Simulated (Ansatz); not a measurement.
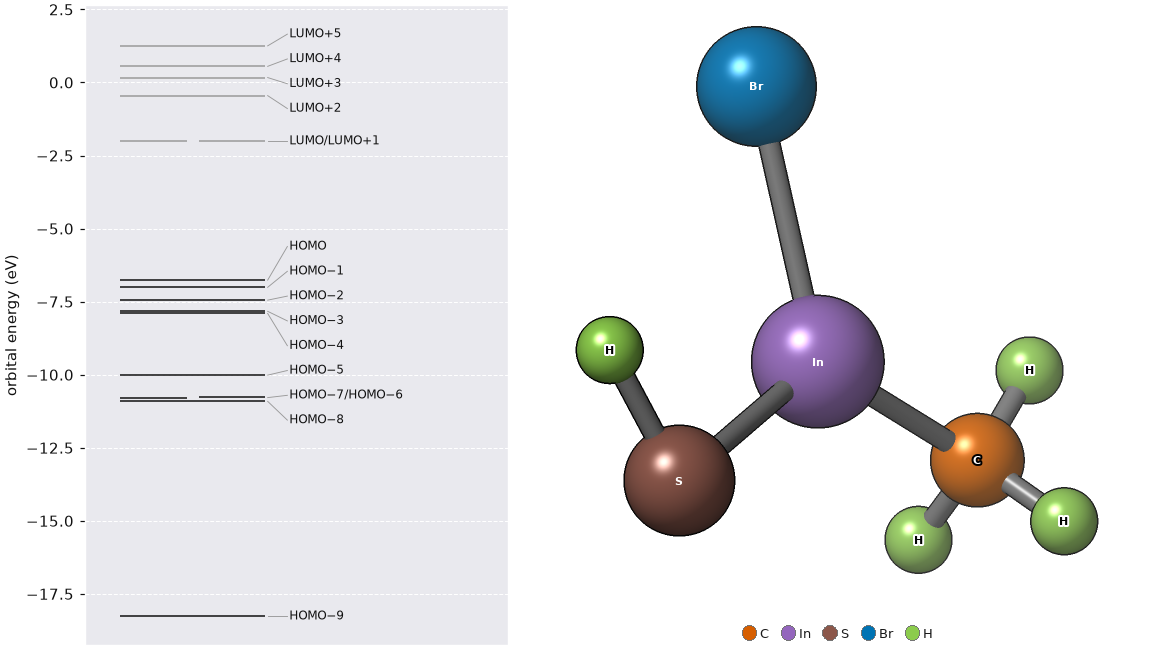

CH₄BrInS, SMILES [CH3][In]([SH])[Br], singlet. Kohn-Sham orbital energies near the frontier, B97M-V/def2-TZVPP in the Ansatz code 0.2.0, at a PBE0-D4/def2-TZVP geometry (with a soft imaginary mode, 24i cm⁻¹), isolated molecule; empty levels in grey, levels within 0.03 eV side by side.

**Where do the frontier orbitals lie?**

HOMO at −6.76 eV, LUMO at −2.01 eV, 4.75 eV apart.

**List the levels.**

```tsv
orbital	energy (eV)
LUMO+5	1.25
LUMO+4	0.55
LUMO+3	0.17
LUMO+2	−0.45
LUMO+1	−2.00
LUMO	−2.01
HOMO	−6.76
HOMO−1	−7.01
HOMO−2	−7.45
HOMO−3	−7.83
HOMO−4	−7.90
HOMO−5	−10.01
HOMO−6	−10.77
HOMO−7	−10.78
HOMO−8	−10.91
HOMO−9	−18.27
```

Caveats: core potentials past krypton; no scalar relativity up to krypton; spin-orbit coupling is left out, and with Br and In it can shift these levels and split any degenerate set; empty levels above zero depend strongly on the basis.
